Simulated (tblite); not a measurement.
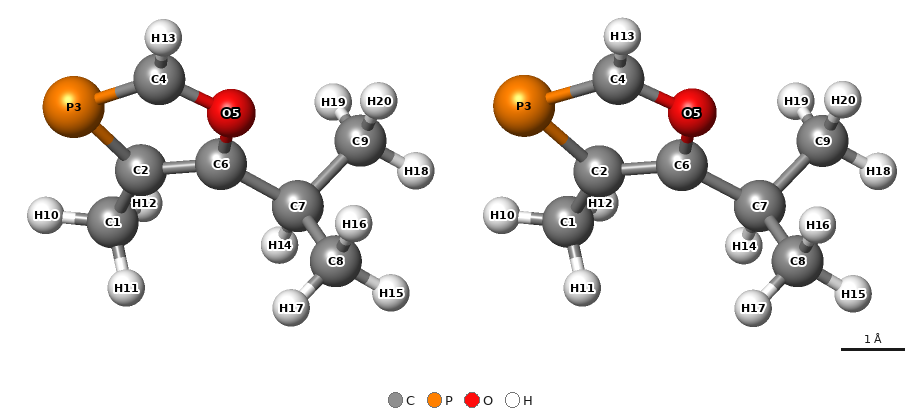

Two geometries of C₇H₁₁OP, drawn at one scale. One is the start of a relaxation, the other its converged end. Style: ball-and-stick. Shown from a free direction.

Level of theory: GFN2-xTB geometry optimisation, gas phase in tblite 0.8.0. 

### Which one is relaxed?

The left one is the relaxed one. The largest move after the best rigid fit is that of P3, 0.15 Å. Largest moves by element: P 0.15 Å, C 0.07 Å, H 0.07 Å, O 0.02 Å. Among the contacts that change: P3–C4 1.836 → 1.706 Å, C2–P3 1.875 → 1.779 Å, C2–C6 1.401 → 1.365 Å, C4–O5 1.366 → 1.335 Å. Bond angles that change, for instance: C1–C2–P3 119.1° → 124.1°, C2–P3–C4 82.5° → 87.3°, P3–C2–C6 113.7° → 110.4°. After 37 geometry steps the energy has fallen by 52.3 kJ/mol.
